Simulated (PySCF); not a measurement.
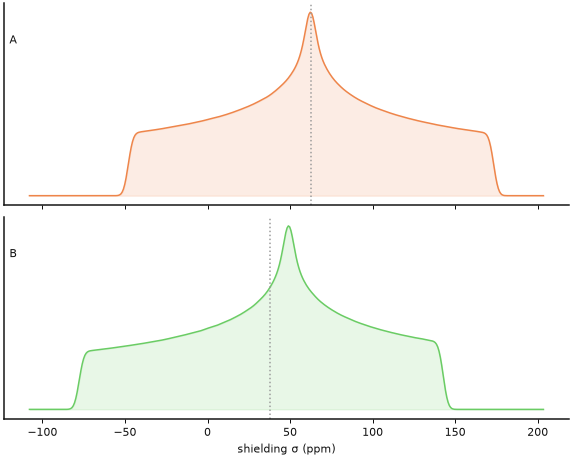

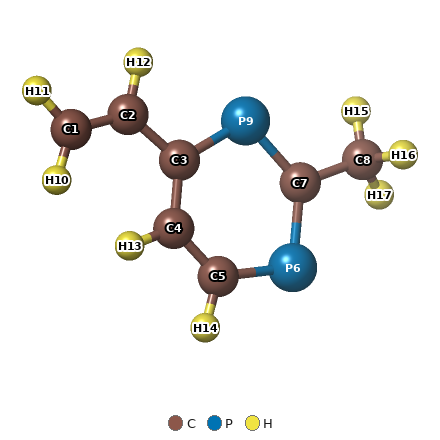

Static powder patterns (¹³C) from GIAO shielding tensors of C₇H₈P₂, SMILES C=Cc1ccpc(C)p1, PBE0/pcSseg-1 (IEF-PCM acetonitrile) with PySCF, at a PBE0-D3(BJ)/def2-SVP geometry (no frequency check); absolute shielding, one fixed geometry of the isolated molecule without any motion, no dipolar terms. The dotted line is the isotropic value; skew is 3(σiso − σ22)/span.

**The panels belong to C1 and C2. Which is which?**

panel A: C1, σ11, σ22, σ33 = −48, 62, 173 ppm, isotropic 63, span 221 ppm, skew 0.00; panel B: C2, σ11, σ22, σ33 = −78, 49, 143 ppm, isotropic 38, span 220 ppm, skew −0.15.

Note: one conformer of a flexible molecule.
